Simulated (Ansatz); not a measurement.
## Electronic structure of H30In12P12 (In12P12 wurtzite hole sphere) in real space

H30In12P12 (In12P12 wurtzite hole sphere), 54 atoms.

Geometry: PBE-D4/def2-SVP; core potentials replace the inner electrons of In.

Method: RKS PBE0-D4/def2-SVP in Ansatz 0.2.0.

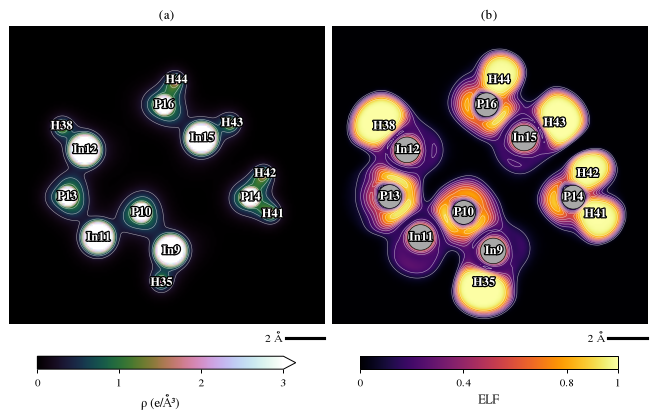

Figure 1. (a) electron density; (b) electron localisation function on the plane of atoms H41, P14 and H42. Grey discs cover the atomic cores in the ELF map.

> Read the bonding off the picture.

- The section cuts through In, P and H sites.
- In–P (2.53 Å): ρ is about 0.45 e/Å³ halfway; the ELF peaks at about 0.90 in the valence shell of P, 1.0 Å from its nucleus, and drops to about 0.15 between the two atoms.
- P–H (1.43 Å): ρ is about 1 e/Å³ halfway; the ELF climbs to about 1 towards the hydrogen, as it does in any bond to H.
- In–P (2.60 Å): the density is about 0.4 e/Å³ at the midpoint; the ELF peaks at about 0.95 in the valence shell of P, 1.0 Å from its nucleus, and drops to about 0.15 between the two atoms.
- In–P (2.61 Å): ρ at the midpoint is about 0.38 e/Å³; the ELF peaks at about 0.90 in the valence shell of P, 1.0 Å from its nucleus, and drops to about 0.15 between the two atoms.
- In–P (2.68 Å): the density is about 0.34 e/Å³ at the midpoint; the ELF peaks at about 0.95 between the atoms.

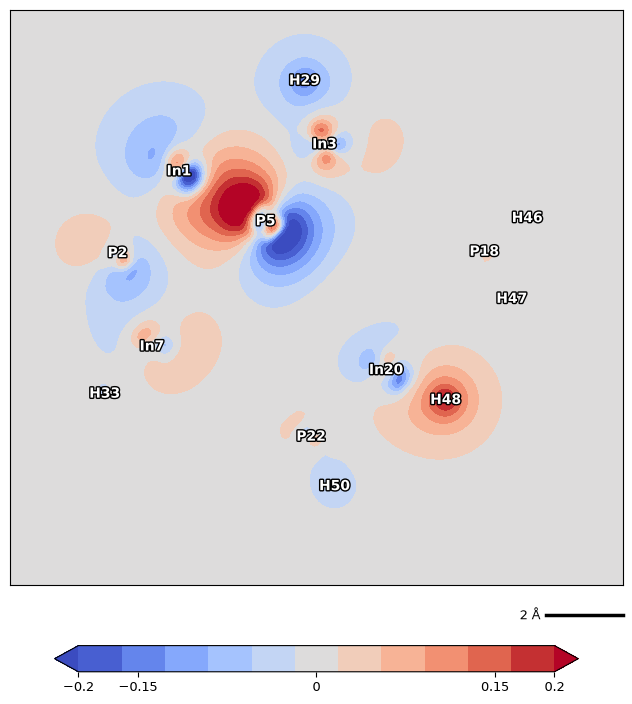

Figure 2. The HOMO on the plane of atoms P2, In1 and P5 (values in Å⁻³ᐟ²; the overall sign is arbitrary).

> Describe this orbital and give its energy.

No atom holds more than about 20 % of it (Hirshfeld); by element the shares are P 50 %, In 35 % and H 15 %. It is one of a degenerate set, so its orientation is arbitrary. Its energy is −6.50 eV.

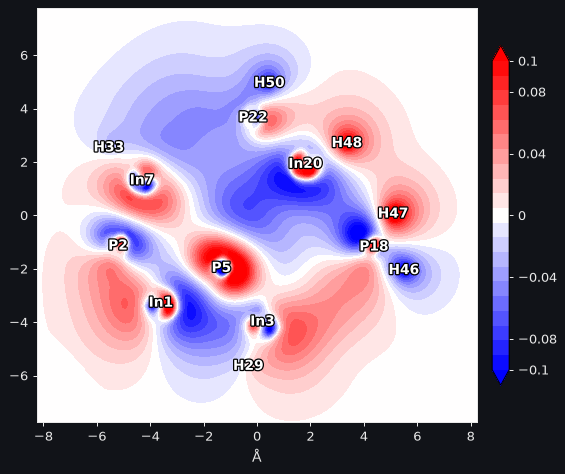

Figure 3. One frontier orbital on the plane of atoms In1, P2 and In7 (values in Å⁻³ᐟ²; the overall sign is arbitrary).

> Which orbital is it: HOMO or LUMO?

The LUMO, at −1.42 eV. No atom holds more than about 10 % of it (Hirshfeld); by element the shares are In 50 %, P 35 % and H 15 %.
